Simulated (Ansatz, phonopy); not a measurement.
# CeO2 (Fm-3m): a volume series of phonon spectra, part 4 of 4

Aim: how the vibrations of CeO2 shift with volume, and the expansion that follows.

Ansatz 0.2.0; DFT PBE, scalar-relativistic, plane waves, PAW.

So far. Step 14 (Single point at a scaled cell, V/V0 1.05): The run ends at a pressure of -7.60 GPa. Step 15 (Lattice dynamics at this volume, V/V0 1.05): No mode is imaginary beyond numerical noise at the solved wavevectors. The highest zone-centre mode (no LO–TO term) moved by -7.4 % for a volume change of +5.0 %.

## Step 16: Mode Grüneisen parameters (continued)

The optical frequency at Gamma without the LO-TO term by V/V0:

| V/V0 | mode 4 (cm⁻¹) | mode 7 (cm⁻¹) |
| --- | --- | --- |
| 0.9700 | 278 | 437 |
| 0.9850 | 266 | 427 |
| 1.0000 | 254 | 418 |
| 1.0150 | 242 | 408 |
| 1.0300 | 230 | 399 |
| 1.0500 | 215 | 387 |

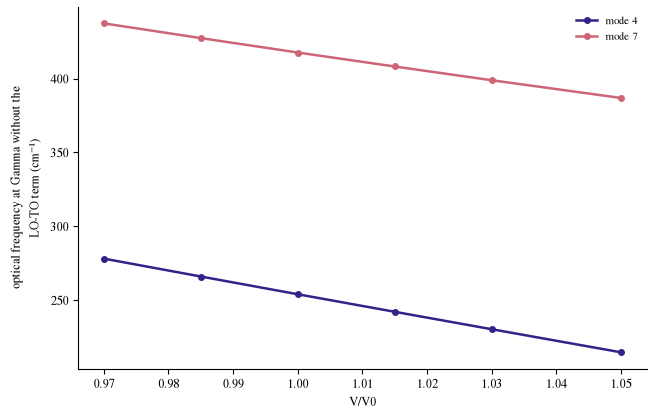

Optical frequency at Gamma without the LO-TO term against V/V0.

Grüneisen at points, by row:

| point | branch | frequency (cm⁻¹) | mode Grüneisen parameter |
| --- | --- | --- | --- |
| Γ | 4 | 254 | 3.14 |
| Γ | 6 | 417.7 | 1.54 |
| Γ | 9 | 509.4 | 1.47 |
| X | 1 | 122.7 | 3.31 |
| X | 3 | 147.6 | 6.65 |
| X | 4 | 205.9 | 3.96 |
| X | 6 | 247.1 | 1.44 |
| X | 7 | 424.4 | 1.42 |
| X | 9 | 556.7 | 1.21 |
| U | 1 | 119 | 3.04 |
| U | 2 | 157 | 2.82 |
| U | 3 | 163.6 | 5.48 |
| U | 4 | 195.7 | 3.52 |
| U | 5 | 252.1 | 2.9 |
| U | 6 | 264.2 | 1.73 |
| U | 7 | 402.5 | 1.52 |
| U | 8 | 430.2 | 1.32 |
| U | 9 | 542.5 | 1.25 |
| K | 1 | 119 | 3.04 |
| K | 2 | 157 | 2.82 |
| K | 3 | 163.6 | 5.48 |
| K | 4 | 195.7 | 3.52 |
| K | 5 | 252.1 | 2.9 |
| K | 6 | 264.2 | 1.73 |
| K | 7 | 402.5 | 1.52 |
| K | 8 | 430.2 | 1.32 |
| K | 9 | 542.5 | 1.25 |
| L | 1 | 109.4 | 2.13 |
| L | 3 | 194.3 | 3.16 |
| L | 4 | 321.7 | 2.12 |
| L | 6 | 353.6 | 1.81 |
| L | 8 | 387.2 | 1.24 |
| L | 9 | 488.1 | 1.39 |
| W | 1 | 123.3 | 3.39 |
| W | 2 | 173.6 | 5.25 |
| W | 3 | 182.5 | 4.65 |
| W | 4 | 184.4 | 2.42 |
| W | 6 | 344.1 | 1.68 |
| W | 8 | 450.3 | 1.29 |
| W | 9 | 540 | 1.27 |

## Step 17: Free-energy fit

This step gave:

```yaml
volume_expansion_coefficient_at_300_k: 41.69 1e-6/K
isothermal_bulk_modulus_at_300_k: 155.8 GPa
c_p_at_300_k: 21.85 J/mol-atom/K
grueneisen_parameter_at_300_k: 2.549
```

The energy (each curve on its own zero) by volume; values in meV/atom:

| volume (Å³/atom) | static | F at 0 K | F at 300 K | F at 1300 K |
| --- | --- | --- | --- | --- |
| 13.188 | 7 | 11.1 | 14.8 | 36.9 |
| 13.392 | 1.71 | 4.16 | 6.59 | 20.6 |
| 13.596 | 0 | 0.86 | 1.9 | 7.5 |
| 13.800 | 1.61 | 0.89 | 0.42 | -2.8 |
| 14.004 | 6.28 | 3.99 | 1.86 | -10.7 |
| 14.276 | 16.9 | 12.5 | 7.91 | -18.0 |

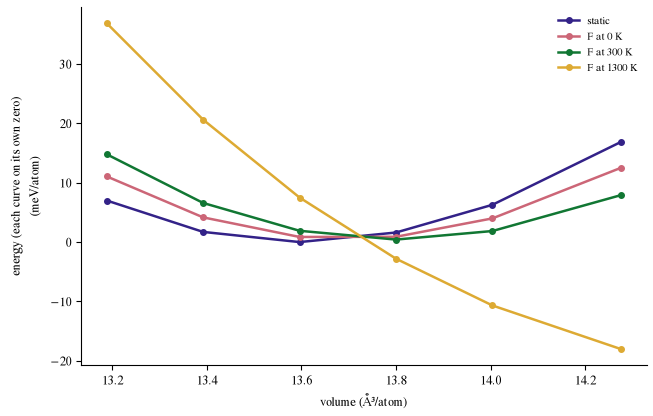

Energy (each curve on its own zero) against volume.

Phonopy-qha, vinet fit of F(V) at each temperature; no electronic free energy. Qha vinet, by row:

| T (K) | fitted volume (Å³/atom) | alpha_V (1e-6/K) | B_T (GPa) | C_P (J/mol-atom/K) | Grueneisen |
| --- | --- | --- | --- | --- | --- |
| 100 | 13.71 | 19.9 | 166.9 | 9.787 | 2.801 |
| 150 | 13.72 | 28.77 | 164.4 | 14.75 | 2.678 |
| 200 | 13.75 | 34.55 | 161.7 | 18.11 | 2.6 |
| 250 | 13.77 | 38.59 | 158.8 | 20.33 | 2.562 |
| 300 | 13.8 | 41.69 | 155.8 | 21.85 | 2.549 |
| 350 | 13.83 | 44.29 | 152.6 | 22.95 | 2.55 |
| 400 | 13.86 | 46.66 | 149.2 | 23.79 | 2.56 |
| 450 | 13.89 | 48.92 | 145.8 | 24.46 | 2.578 |
| 500 | 13.93 | 51.2 | 142.2 | 25.05 | 2.6 |
| 550 | 13.96 | 53.55 | 138.4 | 25.57 | 2.627 |
| 600 | 14 | 56.04 | 134.6 | 26.07 | 2.657 |
| 650 | 14.04 | 58.71 | 130.5 | 26.56 | 2.692 |
| 700 | 14.08 | 61.63 | 126.4 | 27.05 | 2.729 |
| 750 | 14.13 | 64.84 | 122 | 27.58 | 2.771 |

The volume expansion coefficient, phonopy-qha, Vinet by temperature:

| temperature (K) | volume expansion coefficient, phonopy-qha, Vinet (1e-6/K) |
| --- | --- |
| 75 | 13.8 |
| 125 | 24.8 |
| 150 | 28.8 |
| 200 | 34.5 |
| 225 | 36.7 |
| 275 | 40.2 |
| 325 | 43.0 |
| 350 | 44.3 |
| 400 | 46.7 |
| 425 | 47.8 |
| 475 | 50.1 |
| 500 | 51.2 |
| 550 | 53.5 |
| 600 | 56.0 |
| 625 | 57.4 |
| 675 | 60.1 |
| 700 | 61.6 |
| 750 | 64.8 |

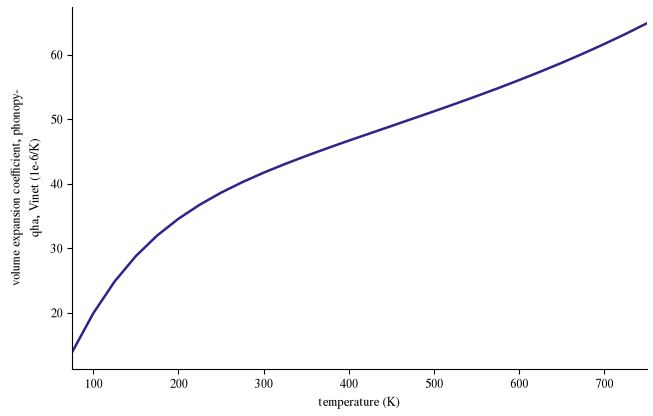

Volume expansion coefficient, phonopy-qha, Vinet, plotted against temperature.

The fit gives a volume expansion of 41.7 × 10⁻⁶/K at 300 K.

## Step 18: Results

```yaml
volume_expansion_coefficient_at_300_k: 41.69 1e-6/K
isothermal_bulk_modulus_at_300_k: 155.8 GPa
c_p_at_300_k: 21.85 J/mol-atom/K
grueneisen_parameter_at_300_k: 2.549
mean_mode_grueneisen_parameter_at_300_k: 2.38
```

**Reading.** Near room temperature CeO2 expands by 41.7 × 10⁻⁶/K in volume by PBE, with C_P = 21.9 J/(mol K) per mole of atoms and B_T = 156 GPa. The table stops at 750 K because beyond it the fitted volume comes within 1 % of the largest computed cell, where the fit loses its support. C_P at room temperature is 88 % of the classical 3R an atom, so the stiffest modes are still partly frozen out. The heat-capacity-weighted Grüneisen parameter goes from 2.68 at 50 K to 2.31 at 800 K. Weighting γ by the density of states and each mode's heat capacity at 300 K, modes below 190 cm⁻¹ give about 43 % of the sum of γC that drives the expansion, those up to 370 cm⁻¹ 42 % and the rest 15 %. Among the labelled points γ is largest for branch 3 at X (148 cm⁻¹, 6.7) and smallest for branch 9 at X (557 cm⁻¹, 1.2). The interpolation has no quadrupole term, so branches near the zone centre are less sure, since this crystal has sites that are not centres of inversion.

Calculation against experiment:

| quantity | measured | PBE |
| --- | --- | --- |
| lattice constant a (Å) | 5.41168 | 5.464 (+1.0 %) |

Measured values from pmc:5294393 (2017).

How well it matches: The lattice constant a is off by +1.0 %: fair agreement. The grades are ours: good and fair within 0.7 and 1.5 % for the lattice constant a. Zero-point motion and thermal expansion are not in the computed lattice constants. As a rule both would widen the computed cell, so the excess over experiment is if anything larger than shown.

[Logs are printed without paths, hosts, clocks, repeated set-up lines and the standing remarks that a program may print on its own settings, such as how far it seeks lower states.]

[Hosts, paths, dates, database ids (printed as entryN), source tags and the programs' standing remarks are cut or masked in the printed files.]

[A step with changed settings may run another functional than the one named; its input shows which.]

[Of the runs on displaced cells, only some may be shown.]
